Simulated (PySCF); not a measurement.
**SiH (SMILES [SiH]) at UPBE/ccECP-cc-pVDZ (core potential)**

What is the vertical ionisation energy of SiH at UPBE/ccECP-cc-pVDZ (core potential)? 

The calculation is run with PySCF 2.14.0.

8 further runs of the same task are left out: 8 set aside as unsound or not needed.

## (1) The system as given

The species is SiH (2 atoms), meant as a doublet with charge 0. SMILES: `[SiH]`. The shape is that of a PBE0-D4/def2-TZVP optimisation.

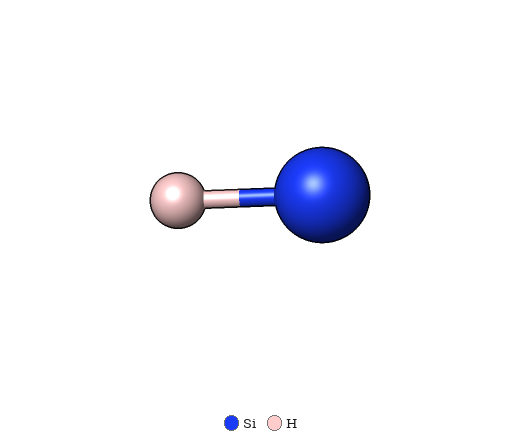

Viewed from a chosen angle; silicon blue, hydrogen pink.

## (2) The energy at UPBE/ccECP-cc-pVDZ (core potential)

run.py reads:

```python
from pyscf import gto, dft

molecule = gto.M(
    atom='''
Si     0.000000     0.000000    -0.014324
H      0.000000     0.000000     2.880207
''',
    spin=1,
    max_memory=1860,
    basis='ccecp-cc-pvdz',
    ecp='ccecp',
    charge=0,
    verbose=3,
    unit='bohr',
)

mf = dft.UKS(molecule)
mf.xc = 'pbe'
mf.conv_tol = 1e-10
mf.grids.level = 5
mf.kernel()
if not mf.converged:
    mf = mf.newton().run(mf.mo_coeff, mf.mo_occ)

e_tot = mf.e_tot
print('E = %.10f Eh' % e_tot)
```

Started as:

```bash
$ OMP_NUM_THREADS=1 python run.py
```

Standard output:

```text
converged SCF energy = -4.36731254911984  <S^2> = 0.75460648  2S+1 = 2.0046012
E = -4.3673125491 Eh
```

Run time: 1.8 s. Hardware: 1 thread of Arm Neoverse V1, shared host; peak memory 0.17 GiB.

## (3) The singlet cation at the same level

job.py reads:

```python
from pyscf import gto, dft

mol = gto.M(
    atom='Si 0.000000 0.000000 -0.007580; H -0.000000 -0.000000 1.524140',
    ecp='ccecp',
    max_memory=1860,
    basis='ccecp-cc-pvdz',
    charge=1,
    verbose=3,
    spin=0,
)

ks = dft.RKS(mol, xc='pbe')
ks.grids.level = 5
ks.conv_tol = 1e-10
ks.kernel()
if not ks.converged:
    ks = ks.newton().run(ks.mo_coeff, ks.mo_occ)

e_tot = ks.e_tot
print('Final energy', e_tot)
```

Started as:

```bash
$ OMP_NUM_THREADS=1 python job.py
```

Standard output:

```text
converged SCF energy = -4.06774861257204
Final energy -4.067748612572036
```

It took 1.7 s on 1 thread of Arm Neoverse V1, shared host; peak memory 0.16 GiB.

## (4) Summary of results

Level: UPBE/ccECP-cc-pVDZ (core potential).

| quantity | value |
| --- | --- |
| doublet SiH: total energy | -4.36731 Eh |
| doublet SiH: dipole moment | 0.25 D |
| doublet SiH: HOMO energy (highest over α and β) | -4.50 eV |
| doublet SiH: LUMO energy (lowest over α and β) | -4.20 eV |
| doublet SiH: ⟨S²⟩ | 0.755 |
| singlet cation: total energy | -4.06775 Eh |
| singlet cation: HOMO energy | -14.45 eV |
| singlet cation: LUMO energy | -11.71 eV |
| singlet cation: HOMO–LUMO gap | 2.74 eV |
| vertical ionisation energy (to the singlet cation) | 8.152 eV |

The vertical ionisation energy comes to 8.15 eV (188 kcal/mol). Only the singlet of the ionised species was computed; a triplet could lie lower.
